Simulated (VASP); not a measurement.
Band structure of HfIr (space group Pm-3m). These are PBEsol GGA with spin-orbit coupling, VASP's PBE PAW potentials (set 64) (plane waves; VASP) values and carry that method's errors.

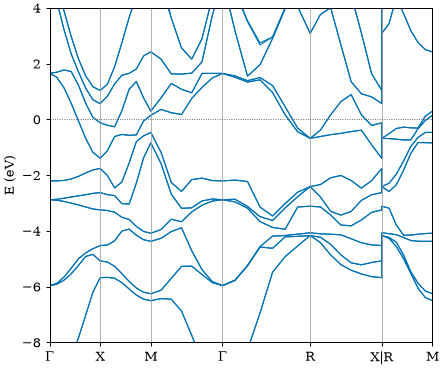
*Bands along high-symmetry lines, zero at the valence-band maximum or, without a gap, the Fermi level*

### Question
Read the plot: is there a gap, and where are the band edges?

### Answer
It has no gap at this level: it comes out as a metal or semimetal.

The structure comes from a computed database's HfIr entry (Pm-3m); how it stands against other phases isn't given here. It was relaxed first.
